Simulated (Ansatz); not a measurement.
## Geometry relaxation of B$_{2}$Si

B$_{2}$Si, multiplicity 3, computed with UKS r2SCAN-D4/def2-TZVP (Ansatz 0.2.0).

The geometry: r2SCAN-D4/def2-TZVP start. Figures and captions count atoms from 1; the log counts them from 0 in places.

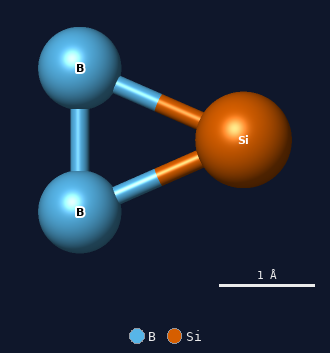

Fig. 1: The structure as given in the input (ball-and-stick view, seen on its broad side). Bond lengths as drawn: B–B 1.51 Å and B–Si 1.90 Å.

### Input file
```yaml
crystal:
  periodic: [false, false, false]
  atoms:
    - {symbol: B, position_ang: [0.028393, 0.855917, 0.415395]}
    - {symbol: B, position_ang: [-0.645680, 0.085164, -0.694117]}
    - {symbol: Si, position_ang: [0.617287, -0.941081, 0.278721]}
basis:
  gaussian: {orbitals: def2-TZVP}
magnetization: {spin_polarized: true, initial_magnetization: 2}
hamiltonian: {xc: r2scan, dispersion: d4}
scf: {omitted_lower_state_checks: [starts]}
output: {orbitals: {seedname: orbitals}}
relax: {f_tol: 0.02, max_steps: 100}
```

Hardware: 2 threads of Arm Neoverse V2, 23 GiB of memory available, shared host.

Launched with:
```bash
ansatz run in.yaml --threads 2 --pin off --events-out ev --progress --plain --max-ram 4352MiB
```

### The program's output
```
Functional definition: r2SCAN
  name "r2SCAN"
  cite "Furness, Kaplan, Ning, Perdew & Sun, J. Phys. Chem. Lett. 11, 8208 (2020) doi:10.1021/acs.jpclett.0c02405"
  cite "Furness, Kaplan, Ning, Perdew & Sun, J. Phys. Chem. Lett. 11, 9248 (2020) doi:10.1021/acs.jpclett.0c03077"
  parent r2scan
  parameter k0 = 0.174
  parameter k1 = 0.065
  parameter a1 = 4.9479
  exchange = r2scan_x(k0 = k0, k1 = k1, a1 = a1)
  correlation = r2scan_c
these checks for a lower state are left out or cut short: starts
590 factors; their error is unknown
mean field evaluation 1: about -9214.4200 eV, gradient 3.4e1 eV
mean field evaluation 2: about -9168.6397 eV, gradient 7.4e1 eV
mean field evaluation 4: about -9220.9646 eV, gradient 1.4e1 eV
mean field evaluation 8: about -9222.6245 eV, gradient 7.8e-2 eV
mean field evaluation 16: about -9222.6162 eV, gradient 1.4e-3 eV
mean field -9222.61616416 eV, -338.9248927190 hartree, gradient 1.6e-5 eV, S^2 2.130230; 0 other end points of the search recorded, 0 dependent functions left out
the calculation of the forces begins
reference -9222.61617795 eV, -338.9248932260 hartree; 13, 11 occupied and 86, 88 virtual orbitals, 590 factors
relax step   1: F+E_penalty+E_count = -9222.63140259 eV  Δ(F+E_penalty+E_count) = +0.000e0 eV  max|allowed force component| = 1.203e0 eV/Å  Δτ_max = 0.0000 Å  (43 SCF iters, accepted)
these checks for a lower state are left out or cut short: starts, cluster_reference, orbital_swaps, neighbouring_geometries, increment
590 factors; their error is unknown
mean field evaluation 32: about -9222.6545 eV, gradient 1.4e-5 eV
mean field -9222.65447878 eV, -338.9263007553 hartree, gradient 1.4e-5 eV, S^2 2.127948; 0 other end points of the search recorded, 0 dependent functions left out
the calculation of the forces begins
reference -9222.65449261 eV, -338.9263012635 hartree; 13, 11 occupied and 86, 88 virtual orbitals, 590 factors
relax step   2: F+E_penalty+E_count = -9222.66971857 eV  Δ(F+E_penalty+E_count) = -3.832e-2 eV  max|allowed force component| = 4.339e-1 eV/Å  Δτ_max = 0.0178 Å  (45 SCF iters, accepted)
these checks for a lower state are left out or cut short: starts, cluster_reference, orbital_swaps, neighbouring_geometries, increment
590 factors; their error is unknown
mean field -9222.66061855 eV, -338.9265263877 hartree, gradient 1.3e-5 eV, S^2 2.127506; 0 other end points of the search recorded, 0 dependent functions left out
the calculation of the forces begins
reference -9222.66063239 eV, -338.9265268966 hartree; 13, 11 occupied and 86, 88 virtual orbitals, 590 factors
relax step   3: F+E_penalty+E_count = -9222.67585901 eV  Δ(F+E_penalty+E_count) = -6.140e-3 eV  max|allowed force component| = 6.306e-2 eV/Å  Δτ_max = 0.0099 Å  (45 SCF iters, accepted)
these checks for a lower state are left out or cut short: starts, cluster_reference, orbital_swaps, neighbouring_geometries, increment
590 factors; their error is unknown
mean field -9222.66076551 eV, -338.9265317884 hartree, gradient 1.2e-5 eV, S^2 2.128520; 0 other end points of the search recorded, 0 dependent functions left out
the calculation of the forces begins
reference -9222.66077936 eV, -338.9265322973 hartree; 13, 11 occupied and 86, 88 virtual orbitals, 590 factors
relax step   4: F+E_penalty+E_count = -9222.67600561 eV  Δ(F+E_penalty+E_count) = -1.466e-4 eV  max|allowed force component| = 2.948e-2 eV/Å  Δτ_max = 0.0024 Å  (47 SCF iters, accepted)
these checks for a lower state are left out or cut short: starts, cluster_reference, orbital_swaps, neighbouring_geometries, increment
590 factors; their error is unknown
mean field -9222.66080042 eV, -338.9265330715 hartree, gradient 1.9e-5 eV, S^2 2.128321; 0 other end points of the search recorded, 0 dependent functions left out
the calculation of the forces begins
reference -9222.66081427 eV, -338.9265335805 hartree; 13, 11 occupied and 86, 88 virtual orbitals, 590 factors
relax step   5: F+E_penalty+E_count = -9222.67604065 eV  Δ(F+E_penalty+E_count) = -3.504e-5 eV  max|allowed force component| = 2.118e-4 eV/Å  Δτ_max = 0.0008 Å  (37 SCF iters, accepted)
```

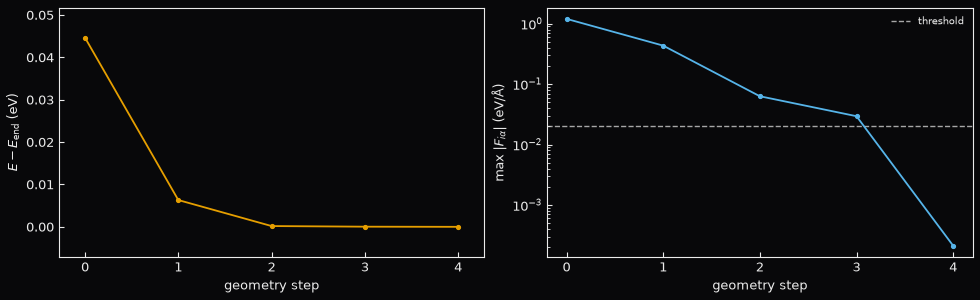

Fig. 2: Progress of the relaxation, step by step (the first geometry is step 0 here and step 1 in the log).

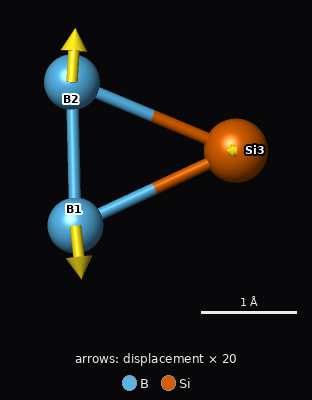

Fig. 3: The starting structure with the displacements as yellow arrows, magnified 20 times (ball-and-stick view, seen at a tilt). The two geometries are laid on each other by the best rigid fit. The energy falls by 0.045 eV in 4 geometry steps. Largest force component: 1.2 eV/Å at the start, 0.00021 eV/Å at the end. The largest moves after the best rigid fit, 0.029 Å, are those of B1 and B2. By element the largest moves are B 0.029 Å, Si 0.005 Å. Distances before and after: B1–B2 1.510 → 1.567 Å, B1–Si3 1.896 → 1.901 Å. (Atoms are counted from 1 in the order of the input.)

```
these checks for a lower state are left out or cut short: starts
590 factors; their error is unknown
mean field -9222.66080042 eV, -338.9265330715 hartree, gradient 1.9e-5 eV, S^2 2.128321; 0 other end points of the search recorded, 0 dependent functions left out
the calculation of the forces begins
reference -9222.66081427 eV, -338.9265335805 hartree; 13, 11 occupied and 86, 88 virtual orbitals, 590 factors
Total energy: -9222.67605449 eV, -338.9270936483 hartree
Atom 0 at     0.042546     0.868449     0.437057 Å, force    -0.000133    -0.000135    -0.000212 eV/Å
Atom 1 at    -0.657097     0.068459    -0.714543 Å, force     0.000120     0.000155     0.000206 eV/Å
Atom 2 at     0.614550    -0.936909     0.277485 Å, force     0.000013    -0.000020     0.000006 eV/Å
Dipole moment:     0.079412    -0.121068     0.035857 e Å
Checks for a lower state left out: starts
```

### Trajectory as extended XYZ (Å, eV, eV/Å), 5 frames, from step=1 to step=5
```
3
Properties=species:S:1:pos:R:3:forces:R:3 step=1 energy=-9222.63140
B     0.0284    0.8559    0.4154    0.7490   0.7899   1.2031
B    -0.6457    0.0852   -0.6941   -0.6991  -0.8660  -1.1806
Si    0.6173   -0.9411    0.2787   -0.0499   0.0761  -0.0225
3
Properties=species:S:1:pos:R:3:forces:R:3 step=2 energy=-9222.66972
B     0.0378    0.8626    0.4290    0.2420   0.3219   0.4186
B    -0.6520    0.0739   -0.7064   -0.2759  -0.2703  -0.4339
Si    0.6142   -0.9364    0.2773    0.0338  -0.0516   0.0153
3
Properties=species:S:1:pos:R:3:forces:R:3 step=3 energy=-9222.67586
B     0.0425    0.8671    0.4364    0.0075   0.0631   0.0367
B    -0.6561    0.0683   -0.7135   -0.0483  -0.0008  -0.0552
Si    0.6135   -0.9353    0.2770    0.0409  -0.0623   0.0184
3
Properties=species:S:1:pos:R:3:forces:R:3 step=4 energy=-9222.67601
B     0.0421    0.8682    0.4364    0.0209   0.0130   0.0295
B    -0.6569    0.0691   -0.7140   -0.0127  -0.0254  -0.0258
Si    0.6148   -0.9373    0.2776   -0.0082   0.0124  -0.0037
3
Properties=species:S:1:pos:R:3:forces:R:3 step=5 energy=-9222.67604
B     0.0425    0.8684    0.4371   -0.0001  -0.0001  -0.0002
B    -0.6571    0.0685   -0.7145    0.0001   0.0002   0.0002
Si    0.6146   -0.9369    0.2775    0.0000   0.0000   0.0000
```

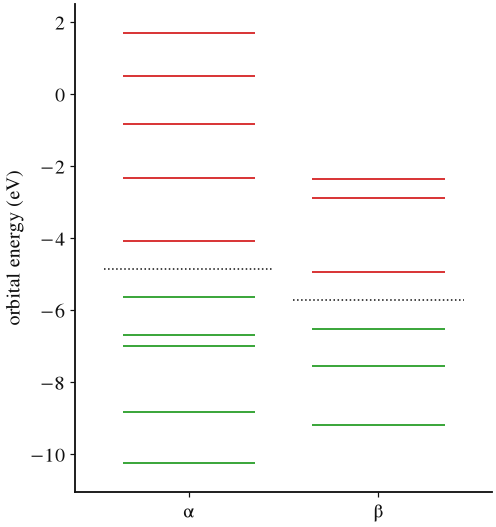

Fig. 4: Orbital energies near the frontier for α and β spins; the dotted line parts filled from empty levels, and levels within 0.02 eV of each other stand side by side. α: highest filled −5.64 eV, lowest empty −4.09 eV, 1.55 eV apart; β: highest filled −6.51 eV, lowest empty −4.93 eV, 1.58 eV apart.

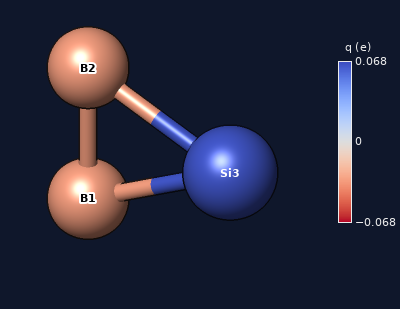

Fig. 5: Mulliken charges, as the colour of each atom (ball-and-stick view, seen at a tilt; atoms are numbered from 1 in the order of the input). By element: B −0.03 and Si +0.06 e.

### Key numbers

| quantity | value |
| --- | --- |
| outcome | converged |
| total energy | −9222.6761 eV |
| mean-field energy | −9222.6608 eV |
| dispersion energy | −0.0152 eV |
| ⟨S²⟩ | 2.128 |
| SCF solution under orbital rotations | stable |
| HOMO (either spin) | −5.64 eV |
| LUMO (either spin) | −4.93 eV |
| largest force (length of the vector) at the end | under 0.001 eV/Å |
| dipole moment | 0.72 D |
| wall time | 14 s (CPU time 26 s) |
| peak memory | 0.22 GiB |
